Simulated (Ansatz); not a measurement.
# SiHClO (SMILES O[Si]Cl) at 6 levels

Aim: a comparison of 6 runs (B2PLYP/STO-3G, UPBE0/STO-3G, r2SCAN/STO-3G, r2SCAN0/STO-3G, CCSDT/STO-3G, CCSD(T)/STO-3G) of SiHClO. 

Program for the calculation: Ansatz 0.2.0.

82 further runs of the same task are left out: 1 that didn't finish, 81 set aside as unsound or not needed.

## 1. The structure to begin with

SiHClO has 4 atoms, charge 0, and is taken as a singlet. SMILES: `O[Si]Cl`. The Si2–O1 distance was set to 2.455 Å, away from the relaxed value.

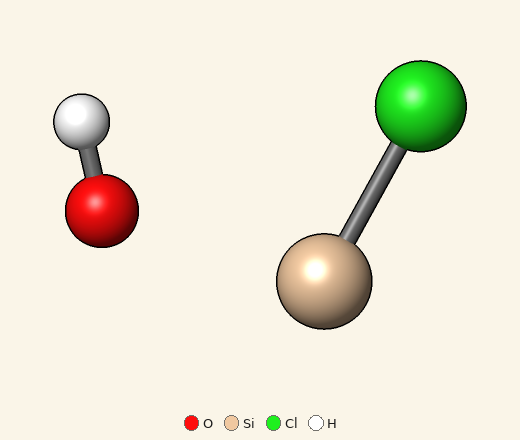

The structure, seen from a chosen angle (oxygen red, silicon light orange, chlorine green, hydrogen white).

## 2. A single-point energy at B2PLYP/STO-3G (run 1)

in.yaml

```yaml
crystal:
  periodic: [false, false, false]
  atoms:
    - {symbol: O, position_ang: [-1.150611, 1.070178, -0.786571]}
    - {symbol: Si, position_ang: [-0.434200, -0.789700, 0.647000]}
    - {symbol: Cl, position_ang: [1.662300, -0.701000, 0.421400]}
    - {symbol: H, position_ang: [-0.499611, 1.600378, -1.257871]}
basis:
  gaussian: {orbitals: STO-3G}
hamiltonian: {xc: {name: B2PLYP}}
correlation: {frozen_orbitals: {Cl: 5, H: 0, O: 1, Si: 5}}
accuracy: high
```

Run with:

```
$ ansatz run in.yaml --threads 1 --pin off --max-ram 2610MiB --events-out events.jsonl --progress --plain --runs-dir runs
```

The log of the run:

```text
Warning: RAYON_NUM_THREADS=1 ignored (pool sized by the plan → 1); use --threads N
Functional definition: B2PLYP
  name "B2PLYP"
  parameter a = 0.53
  parameter c = 0.27
  exchange = (1 - a)*b88_x + a*exact_x
  correlation = (1 - c)*lyp_c + c*(mp2_os + mp2_ss)
418 factors; integrals over basis functions are off by at most 3.1e-8 eV
mean field evaluation 1: about -22184.5163 eV, gradient 3.3e1 eV
mean field evaluation 2: about -22184.5428 eV, gradient 3.3e1 eV
mean field evaluation 4: about -22189.4717 eV, gradient 2.0e1 eV
mean field evaluation 8: about -22192.0427 eV, gradient 3.5e0 eV
mean field evaluation 16: about -22192.0883 eV, gradient 6.2e-4 eV
mean field evaluation 32: about -22129.2702 eV, gradient 6.4e1 eV
mean field -22192.08833339 eV, -815.5442039144 hartree, gradient 5.4e-8 eV, S^2 0.000000; 0 other end points of the search recorded, 0 dependent functions left out; unrestricted orbitals would lower it
11 core orbitals not correlated: weight in the atoms' cores, before any rotation towards them, 1.000 or more for the frozen orbitals, at most 0.000 for the correlated occupied ones
reference -22192.08835149 eV, -815.5442045797 hartree; 9, 9 occupied and 4, 4 virtual orbitals, 418 factors
second order -4.60824413 eV of doubles, -0.00000000 eV of singles
Total energy: -22193.33257741 eV, -815.5899290387 hartree
```

Wall time 1.8 s (1 thread of Arm Neoverse V1, shared host); peak memory 0.1 GiB.

## 3. A single-point energy at UPBE0/STO-3G (run 2)

input.yaml

```yaml
crystal:
  periodic: [false, false, false]
  atoms:
    - symbol: O
      position_ang: [-1.150611, 1.070178, -0.786571]
    - symbol: Si
      position_ang: [-0.434200, -0.789700, 0.647000]
    - symbol: Cl
      position_ang: [1.662300, -0.701000, 0.421400]
    - symbol: H
      position_ang: [-0.499611, 1.600378, -1.257871]
basis:
  gaussian:
    orbitals: STO-3G
magnetization:
  spin_polarized: true
accuracy: high
hamiltonian:
  xc: pbe0
```

Run with:

```
$ ansatz run input.yaml --threads 1 --pin off --max-ram 2610MiB --events-out events.jsonl --progress --plain --runs-dir runs
```

The log of the run:

```text
Warning: RAYON_NUM_THREADS=1 ignored (pool sized by the plan → 1); use --threads N
Functional definition: PBE0
  name "PBE0"
  parameter a = 0.25
  parameter kappa = 0.804
  parameter beta = 0.06672455060314922
  exchange = (1 - a)*pbe_x(kappa = kappa, mu = beta*pi^2/3) + a*exact_x
  correlation = pbe_c(beta = beta)
418 factors; integrals over basis functions are off by at most 3.1e-8 eV
mean field evaluation 1: about -22187.4854 eV, gradient 2.4e1 eV
mean field evaluation 2: about -22032.5980 eV, gradient 1.3e2 eV
mean field evaluation 4: about -22194.6876 eV, gradient 9.7e0 eV
mean field evaluation 8: about -22195.4242 eV, gradient 1.8e0 eV
mean field evaluation 16: about -22195.4490 eV, gradient 2.5e-3 eV
mean field evaluation 32: about -22195.4716 eV, gradient 2.7e-2 eV
mean field -22195.47166253 eV, -815.6685389669 hartree, gradient 1.0e-8 eV, S^2 0.184175; 7 other end points of the search recorded, 0 dependent functions left out
reference -22195.47166392 eV, -815.6685390180 hartree; 20, 20 occupied and 4, 4 virtual orbitals, 418 factors
Total energy: -22195.47166392 eV, -815.6685390180 hartree
```

It took 5.4 s on 1 thread of Arm Neoverse V1, shared host; peak memory 0.14 GiB.

Runs 3 to 5 aren't shown in full; the table further down has their settings and results.

## 4. A single-point energy at CCSD(T)/STO-3G (run 6)

run.yaml

```yaml
crystal:
  periodic: [false, false, false]
  atoms:
    - {symbol: O, position_ang: [-1.150611, 1.070178, -0.786571]}
    - {symbol: Si, position_ang: [-0.434200, -0.789700, 0.647000]}
    - {symbol: Cl, position_ang: [1.662300, -0.701000, 0.421400]}
    - {symbol: H, position_ang: [-0.499611, 1.600378, -1.257871]}
basis:
  gaussian: {orbitals: STO-3G}
correlation: {method: ccsd_t, frozen_orbitals: {Cl: 5, H: 0, O: 1, Si: 5}}
accuracy: high
scf: {omitted_lower_state_checks: [cluster_reference, increment]}
```

Run with:

```
$ ansatz run run.yaml --threads 1 --pin off --max-ram 2610MiB --events-out events.jsonl --progress --plain --runs-dir runs
```

The log of the run:

```text
Warning: RAYON_NUM_THREADS=1 ignored (pool sized by the plan → 1); use --threads N
Functional definition: HF
  name "HF"
  exchange = exact_x
  correlation = 0
these checks for a lower state are left out or cut short: cluster_reference, increment
418 factors; integrals over basis functions are off by at most 3.1e-8 eV
mean field evaluation 1: about -22156.0867 eV, gradient 3.2e1 eV
mean field evaluation 2: about -22156.1461 eV, gradient 3.2e1 eV
mean field evaluation 4: about -22162.0795 eV, gradient 9.7e0 eV
mean field evaluation 8: about -22162.8819 eV, gradient 2.9e-1 eV
mean field evaluation 16: about -22162.8707 eV, gradient 1.8e-8 eV
mean field -22162.87071254 eV, -814.4704761527 hartree, gradient 2.0e-8 eV, S^2 0.000000; 0 other end points of the search recorded, 0 dependent functions left out; unrestricted orbitals would lower it
11 core orbitals not correlated: weight in the atoms' cores, before any rotation towards them, 1.000 or more for the frozen orbitals, at most 0.000 for the correlated occupied ones
reference -22162.87071254 eV, -814.4704761527 hartree; 9, 9 occupied and 4, 4 virtual orbitals, 418 factors
second order -2.83188816 eV of doubles, -0.00000000 eV of singles
cycle   1  -3.11322262 eV  change   -6.9e-1 eV  update   1.3e-1
cycle   2  -3.49329738 eV  change   -3.8e-1 eV  update   7.3e-2
cycle   3  -3.88311212 eV  change   -3.9e-1 eV  update   4.9e-2
cycle   4  -3.96435760 eV  change   -8.1e-2 eV  update   1.9e-2
cycle   5  -3.95837603 eV  change    6.0e-3 eV  update   8.4e-3
cycle   6  -3.97115972 eV  change   -1.3e-2 eV  update   4.3e-3
cycle   7  -3.97382984 eV  change   -2.7e-3 eV  update   2.5e-3
cycle   8  -3.97165157 eV  change    2.2e-3 eV  update   1.4e-3
cycle   9  -3.97462199 eV  change   -3.0e-3 eV  update   9.0e-4
cycle  10  -3.97470095 eV  change   -7.9e-5 eV  update   5.0e-4
cycle  11  -3.97415107 eV  change    5.5e-4 eV  update   1.7e-4
cycle  12  -3.97417891 eV  change   -2.8e-5 eV  update   4.9e-5
cycle  13  -3.97423128 eV  change   -5.2e-5 eV  update   1.9e-5
cycle  14  -3.97424550 eV  change   -1.4e-5 eV  update   8.1e-6
cycle  15  -3.97425644 eV  change   -1.1e-5 eV  update   4.1e-6
cycle  16  -3.97425332 eV  change    3.1e-6 eV  update   1.7e-6
cycle  17  -3.97425143 eV  change    1.9e-6 eV  update   6.3e-7
cycle  18  -3.97425100 eV  change    4.3e-7 eV  update   4.1e-7
cycle  19  -3.97425139 eV  change   -3.8e-7 eV  update   3.1e-7
cycle  20  -3.97425142 eV  change   -3.9e-8 eV  update   2.7e-7
cycle  21  -3.97425191 eV  change   -4.8e-7 eV  update   2.1e-7
cycle  22  -3.97425205 eV  change   -1.4e-7 eV  update   1.6e-7
cycle  23  -3.97425173 eV  change    3.1e-7 eV  update   1.3e-7
cycle  24  -3.97425182 eV  change   -8.1e-8 eV  update   7.4e-8
cycle  25  -3.97425167 eV  change    1.5e-7 eV  update   3.7e-8
cycle  26  -3.97425053 eV  change    1.1e-6 eV  update   2.2e-7
cycle  27  -3.97425000 eV  change    5.3e-7 eV  update   1.2e-7
cycle  28  -3.97424981 eV  change    2.0e-7 eV  update   5.3e-8
cycle  29  -3.97424973 eV  change    7.9e-8 eV  update   2.6e-8
cycle  30  -3.97424966 eV  change    6.9e-8 eV  update   1.2e-8
cycle  31  -3.97424965 eV  change    1.4e-8 eV  update   5.1e-9
cycle  32  -3.97424965 eV  change   -5.5e-9 eV  update   2.7e-9
cycle  33  -3.97424966 eV  change   -5.0e-9 eV  update   1.1e-9
cycle  34  -3.97424966 eV  change  -8.4e-10 eV  update  4.2e-10
perturbative correction -0.14494165 eV, -0.0053265075 hartree
WARN: these amplitudes may be one of several solutions (largest doubles amplitude 0.39, level shift 2.80 eV)
Total energy: -22166.98990385 eV, -814.6218536412 hartree
Checks for a lower state left out: cluster_reference, increment
```

Wall time 0.26 s (1 thread of Arm Neoverse V1, shared host).

## 5. The series

```tsv
run	level	frozen core orbitals	energy (Eh)	wall time
1	B2PLYP/STO-3G	11	-815.589929	1.8 s
2	UPBE0/STO-3G	–	-815.668539	5.4 s
3	r2SCAN/STO-3G	–	-815.948212	3.6 s
4	r2SCAN0/STO-3G	–	-815.937869	3.3 s
5	CCSDT/STO-3G	11	-814.626276	0.5 s
6	CCSD(T)/STO-3G	11	-814.621854	0.26 s
```

## 6. Summary of results

| quantity | value |
| --- | --- |
| run 6: total energy | -814.62185 Eh |
| run 6: correlation energy (11 core orbitals frozen) | -151.4 mEh |
| run 6: (T) correction | -5.33 mEh |
| run 6: T1 diagnostic | 0.036 |

**Reading.** Totals of different functionals can't be ranked against each other. In run 6 the T1 diagnostic is large, so a single reference may not serve. In runs 1, 5, 6 the log says that unrestricted orbitals would lower the reference, so the values rest on an unstable closed-shell determinant (other closed-shell runs at this shape may share the fault). In runs 1, 2, 3, 4, 5, 6 the basis is minimal, so the values are rough. Spin contamination of the reference: run 2 ⟨S²⟩ = 0.18. All runs together took 15 s, the longest 5.4 s.
